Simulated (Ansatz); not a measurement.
Sc: pressure series

The reference is Sc in the hcp (Mg type) structure (space group P6_3/mmc, No. 194).

```xyz
2
Lattice="3.2771 0.0000 0.0000 -1.6386 2.8381 0.0000 0.0000 0.0000 5.0854" Properties=species:S:1:pos:R:3 pbc="T T T"
Sc     1.6386     0.9460     1.2713
Sc     0.0000     1.8921     3.8140
```

Cell and atoms are relaxed at each pressure.

Level of theory: DFT with PBEsol, PAW potentials and a 420 eV plane-wave cutoff in Ansatz (a program for electronic structure), no spin-orbit coupling.

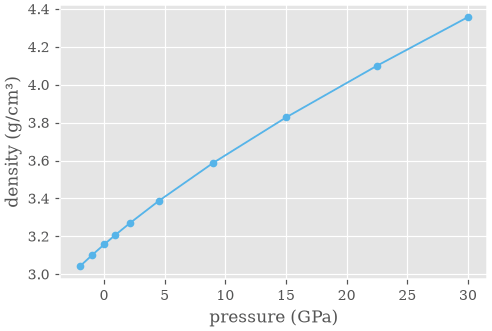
Fig. 1. Density against pressure

Question: From the plot, what is the density for pressure 9 GPa?

Answer: About 3.6 g/cm³.

Question: Is the trend monotonic over the range shown?

Answer: Yes, it rises throughout, spanning 3.04 g/cm³ to 4.36 g/cm³.

Load acts through the strain it causes; cell and atoms are relaxed under it. Stability against distortions was not tested. No other phases were tried under pressure. All final runs are without spin polarisation.
